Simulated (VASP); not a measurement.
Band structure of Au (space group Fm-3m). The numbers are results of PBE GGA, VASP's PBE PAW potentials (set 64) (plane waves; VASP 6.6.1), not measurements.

Unless said otherwise, spin-orbit coupling is left out, though it shifts the bands of the heavy elements here.

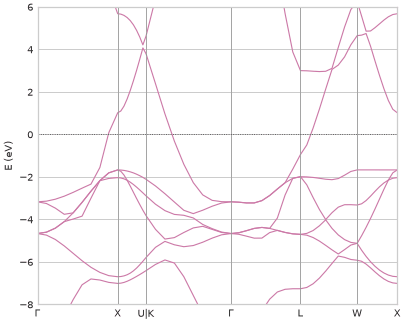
Fig. 1. Bands along high-symmetry lines, zero at the valence-band maximum or, without a gap, the Fermi level

**Question.** Read the plot: is there a gap, and where are the band edges?

**Answer.** It has no gap at this level: it comes out as a metal or semimetal.

The structure is a typed Au crystal (Fm-3m). The cell was not relaxed at this level.
